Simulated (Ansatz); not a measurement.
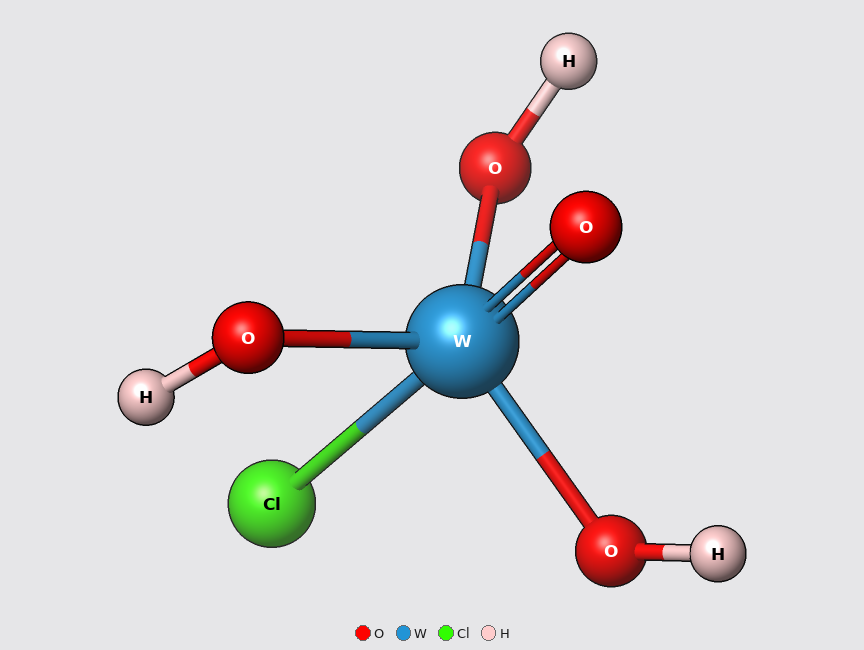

The picture shows a molecular structure as a ball-and-stick model.

The species is neutral and a spin singlet. The geometry was computed by an optimisation with PBE0-D4/def2-TZVP.

Question: What is the molecular formula?

Answer: ClH₃O₄W, 9 atoms: 1 chlorine, 3 hydrogen, 4 oxygen and 1 tungsten.

Question: Give a SMILES string for it.

Answer: [O]=[W]([OH])([OH])([OH])[Cl]

Question: Count the bonded pairs by element.

Answer: 4 O–W, 3 O–H, 1 Cl–W.

Question: What is the point group of this geometry?

Answer: Cs.

More results for the same structure follow; atom numbers are the same in all pictures, views and colours differ.

**Geometry**

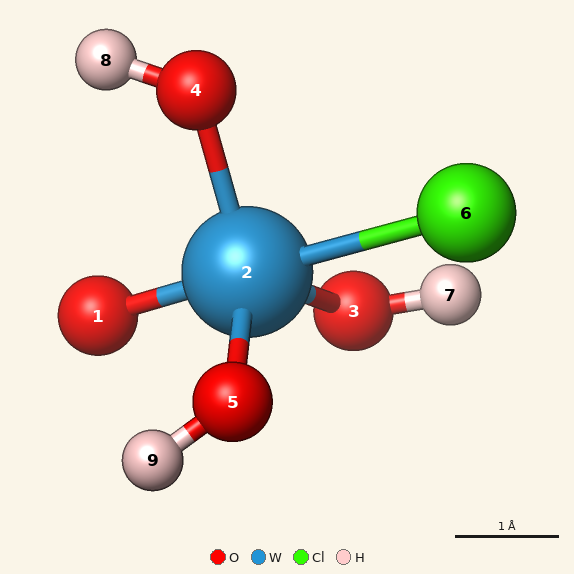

Numbered structure.

Give these bond angles: O1–W2–O3, O1–W2–O4, O1–W2–Cl6, O3–W2–O4, O3–W2–Cl6, O4–W2–O5, O4–W2–Cl6, W2–O3–H7, W2–O4–H8.

```csv
angle,degrees
O1–W2–O3,92.8
O1–W2–O4,96.0
O1–W2–Cl6,177.0
O3–W2–O4,120.2
O3–W2–Cl6,84.2
O4–W2–O5,117.5
O4–W2–Cl6,85.6
W2–O3–H7,112.3
W2–O4–H8,118.3
```

**Dipole moment**

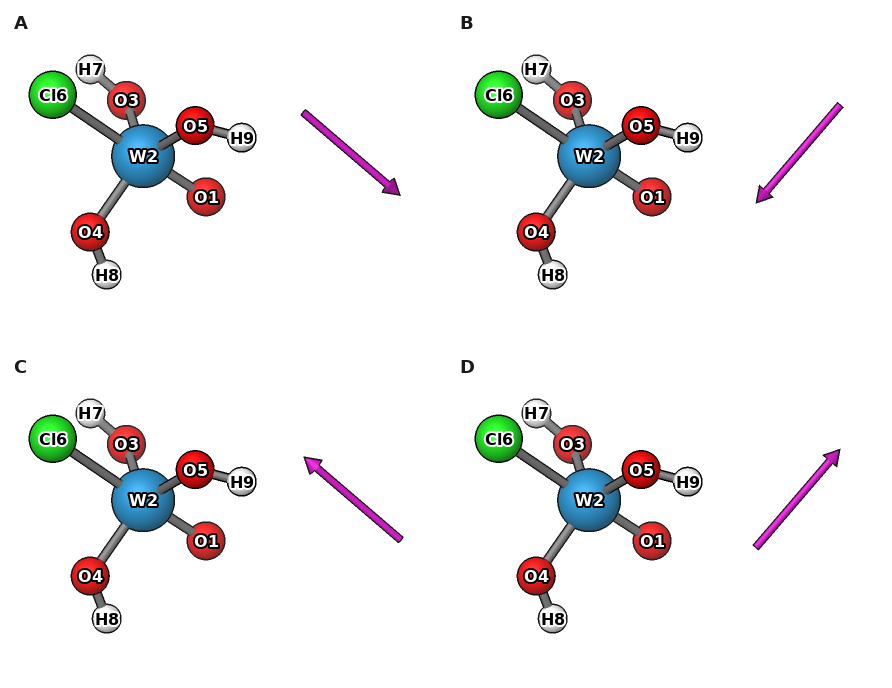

The same molecule four times, each with an arrow. Method: RKS PBE0-D4/def2-TZVP, core potentials on W (Ansatz 0.2.0).

Question: Which arrow points along the dipole moment, from the negative to the positive end?

Answer: A. The dipole moment is 2.76 D; it points from the side of Cl6 to the side of O1 (the outermost atoms at the two ends).

**Electronic properties**

Properties computed with RKS BHLYP-D4/def2-TZVPP, core potentials on W (Ansatz 0.2.0).

Computed properties:

- HOMO energy (Kohn–Sham orbital): −9.81 eV
- LUMO energy (Kohn–Sham orbital): −1.79 eV
- HOMO–LUMO gap: 8.02 eV
- dispersion correction: −33.8 kJ/mol

**Charges**

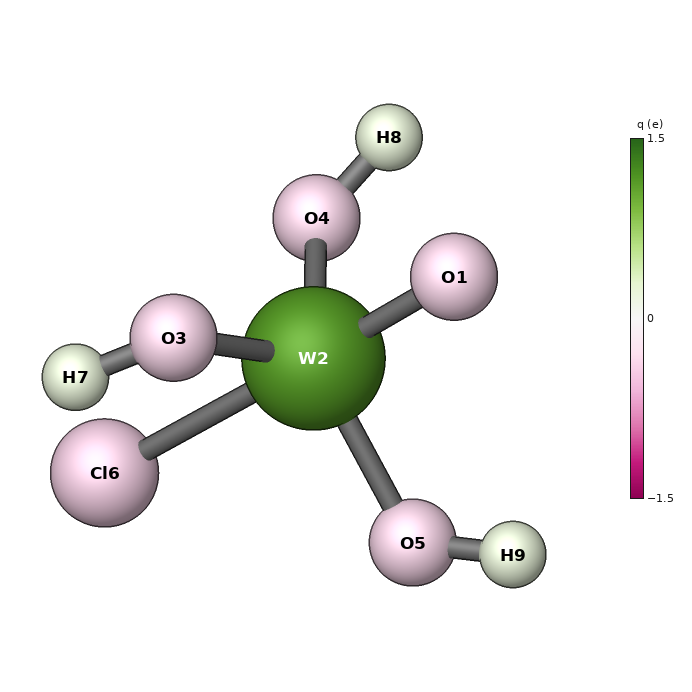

Atoms are coloured by their Mulliken charges. Method: RKS ωB97M-V/def2-TZVPP, core potentials on W (Ansatz 0.2.0).

Give the Mulliken charges atom by atom.

```
atom  value (e)
  O1      −0.35
  W2       1.13
  O3      −0.34
  O4      −0.34
  O5      −0.34
 Cl6      −0.38
  H7       0.21
  H8       0.20
  H9       0.20
```

**Thermal motion**

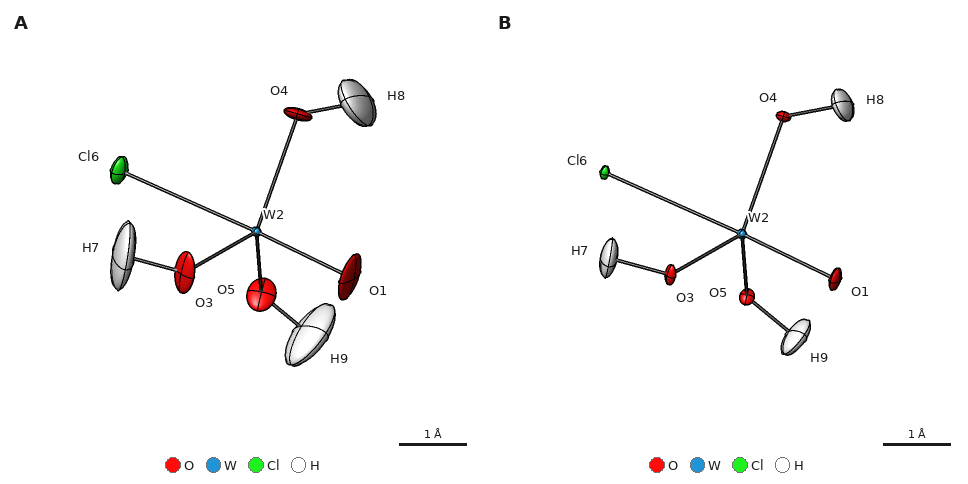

Displacement ellipsoids at the 50 % level, from the internal vibrations of the free molecule (harmonic, no overall translation or rotation; no half-axis is drawn under 0.075 Å). Vibrations computed with RKS PBE0-D4/def2-TZVP, core potentials on W (Ansatz 0.2.0). One panel is for 200 K, the other for 900 K.

Question: Which panel is for 900 K?

Answer: A.

Question: How much does the mean-square displacement of Cl6 grow, and why?

Answer: U_eq goes from 0.0032 to 0.0132 Å², a factor of 4.1. Modes below kT (626 cm⁻¹ at 900 K) grow about in proportion to T, and the lowest lies at 83 cm⁻¹; the mean-square amplitude of a mode is its zero-point value times coth(ħω/2kT), which comes close to 1 only above about 3kT.

Mulliken values depend strongly on the basis set and can even reverse the polarity of a bond.
